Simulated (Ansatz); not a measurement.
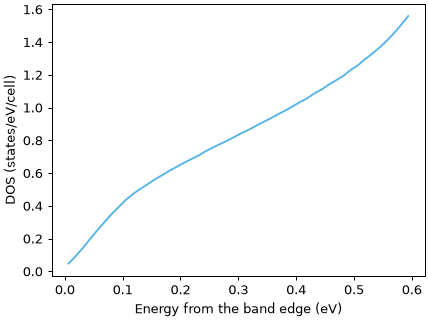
Fig. 1. Density of states of MgS (Fm-3m) below the valence band maximum, PBEsol with spin-orbit coupling, rigid bands (Ansatz, a first-principles code); cell volume 34.8 Å³.

**Question.** What effective density of states at 300 K does this give (∫ g(E) exp(−E/k_BT) dE, both spins, divided by the cell's size)?

**Answer.** 9.3e19 cm⁻³, a density-of-states mass of 2.4 mₑ, valleys and band degeneracy included.

Geometry: cell and atoms relaxed with PBEsol.
